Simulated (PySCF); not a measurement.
Mean static polarisability of neutral gallium ([Ar] 3d¹⁰ 4s² 4p). Finite fields; PySCF, aug-cc-pwCVDZ-PP with a 10-electron core potential, unrestricted single determinants, no spin-orbit coupling. 18 core electrons frozen.

By method:

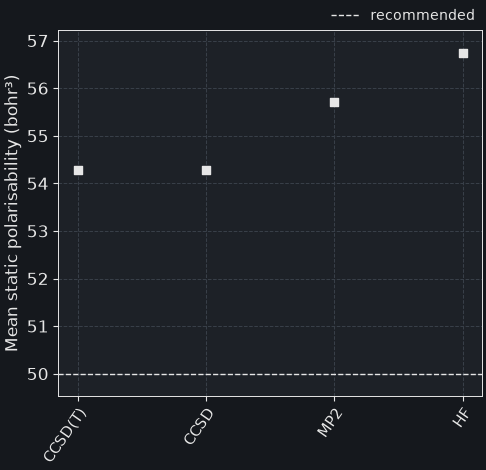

| Method | Mean static polarisability (bohr³) |
| --- | --- |
| HF | 56.75 |
| MP2 | 55.71 |
| CCSD | 54.29 |
| CCSD(T) | 54.29 |

The values run from 54.29 bohr³ (CCSD and CCSD(T)) to 56.75 bohr³ (HF). The recommended value is 50.0 ± 3 bohr³, too uncertain to rank the methods.
